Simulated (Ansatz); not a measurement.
CoNiC6N6, 56 atoms, a = 9.94 Å, b = 9.94 Å, c = 9.94 Å, α = 90.00°, β = 90.00°, γ = 90.00°.

Space group Fm-3m; a structure generated by program, which may or may not match a known phase; spin-polarised.

Method: DFT PBE, scalar-relativistic, plane waves, PAW (Ansatz 0.2.0).

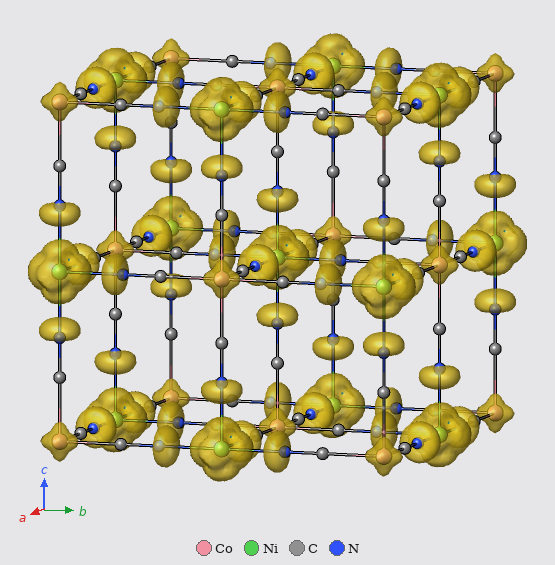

CoNiC6N6. Isosurfaces of the spin density at +0.02 (yellow) and −0.02 e/Å³ (cyan), seen slightly off an axis. Sticks mark near contacts.

The density is the valence pseudo-density of a PAW calculation; it isn't the true density close to the nuclei.

### Describe the spin distribution.

The spin density sits on Ni: +0.8 μB (×4) in one cell of 56 atoms: parallel main moments, as they must be, since the calculation's own cell holds one magnetic site. The cell of the calculation (14 atoms) carries 1.0 μB of net spin moment.
